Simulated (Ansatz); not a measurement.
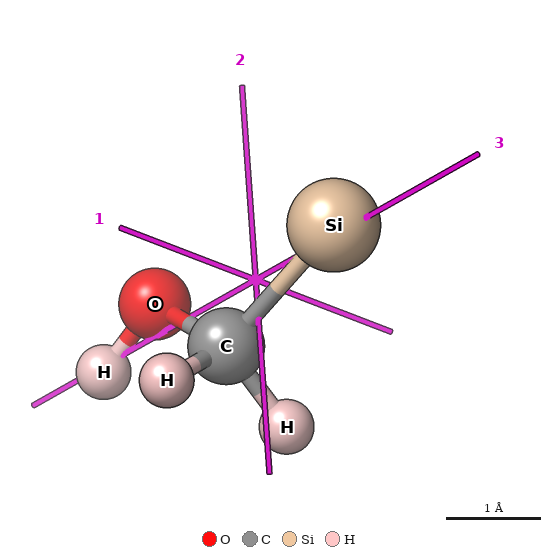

The three principal axes of inertia are drawn and numbered. Distant atoms are faded towards the background colour. The species is neutral and a spin doublet. Computed geometry: PBE0-D4/def2-TZVP optimisation. No frequency run is at hand to confirm it as a minimum. Masses are those of the most abundant isotopes; constants are for the rigid equilibrium geometry.

Question: Which line is the a axis (least moment of inertia), which b and which c?

Answer: a is line 3, b is line 2, c is line 1; the moments are 11.5, 92.9, 101 u Å².

Question: Classify the rotor and give the rotational constants (GHz).

Answer: An asymmetric top (Cs): A = 43.8, B = 5.44, C = 4.99 GHz. Ray's parameter κ is −0.98, close to the prolate limit.
